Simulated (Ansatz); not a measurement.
**Abstraction of Br: SiH3Br + GeH2(CH3) → SiH3 + GeH2(CH3)Br**

Species: SiH3Br `[SiH3]Br`, singlet; GeH2(CH3), doublet; SiH3 (silyl radical) `[SiH3]`, doublet; GeH2(CH3)Br, singlet. A radical takes Br: the energy is the difference in strength between the Si–Br bond broken and the Ge–Br bond made.

Shapes, held fixed at every level: PBE0-D4/def2-TZVP. Programs: Ansatz 0.2.0. The zero-point and thermal change to 298 K, harmonic and unscaled (PBE0-D4/def2-TZVP), is -1.7 kJ/mol.

```json
{"level": "PBE-D4/def2-TZVPP", "kind": "GGA", "ΔH(298 K) (kJ/mol)": "+19.0", "less CCSD(T)/def2-TZVPP": "+1.4", "CPU time (sum over the molecules)": "15 s"}
{"level": "r2SCAN-D4/def2-TZVPP", "kind": "meta-GGA", "ΔH(298 K) (kJ/mol)": "+18.7", "less CCSD(T)/def2-TZVPP": "+1.1", "CPU time (sum over the molecules)": "36 s"}
{"level": "B3LYP-D4/def2-TZVPP", "kind": "global hybrid", "ΔH(298 K) (kJ/mol)": "+21.6", "less CCSD(T)/def2-TZVPP": "+4.0", "CPU time (sum over the molecules)": "26 s"}
{"level": "BHLYP-D4/def2-TZVPP", "kind": "global hybrid", "ΔH(298 K) (kJ/mol)": "+21.4", "less CCSD(T)/def2-TZVPP": "+3.8", "CPU time (sum over the molecules)": "21 s"}
{"level": "wB97M-V/def2-TZVPP", "kind": "range-separated hybrid", "ΔH(298 K) (kJ/mol)": "+30.1", "less CCSD(T)/def2-TZVPP": "+12.5", "CPU time (sum over the molecules)": "76 s"}
{"level": "MP2/def2-SVP", "kind": "perturbation theory", "ΔH(298 K) (kJ/mol)": "+15.1", "less CCSD(T)/def2-TZVPP": "-2.5", "CPU time (sum over the molecules)": "–"}
{"level": "CCSD(T)/def2-SVP", "kind": "coupled cluster or CI", "ΔH(298 K) (kJ/mol)": "+15.7", "less CCSD(T)/def2-TZVPP": "-1.9", "CPU time (sum over the molecules)": "28 s"}
{"level": "CCSD(T)/def2-TZVPP", "kind": "coupled cluster or CI", "ΔH(298 K) (kJ/mol)": "+17.6", "less CCSD(T)/def2-TZVPP": "0.0", "CPU time (sum over the molecules)": "8.1 min"}
```

The highest level, CCSD(T)/def2-TZVPP, gives ΔH(298 K) = +17.6 kJ/mol; the levels span +15.1 to +30.1. The column of differences is taken from that level and isn't an error. No measured value is set beside it here. Open shells run unrestricted unless RO is named. Relativity is left out for Br, Ge unless named. Correlated rows may include outer-core shells of Br, Ge, which these sets cover unevenly. Times are processor times on shared x86 and Arm servers, and rough.

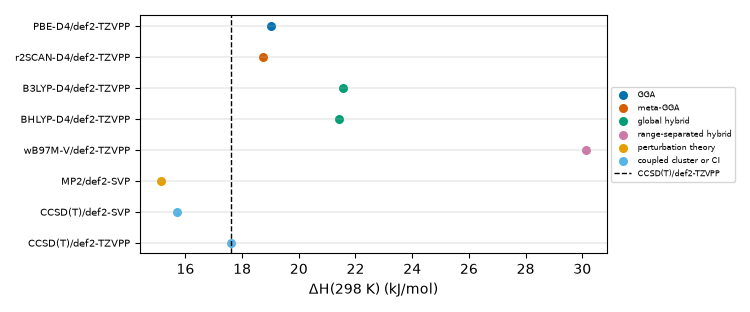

The values of the table, level by level.
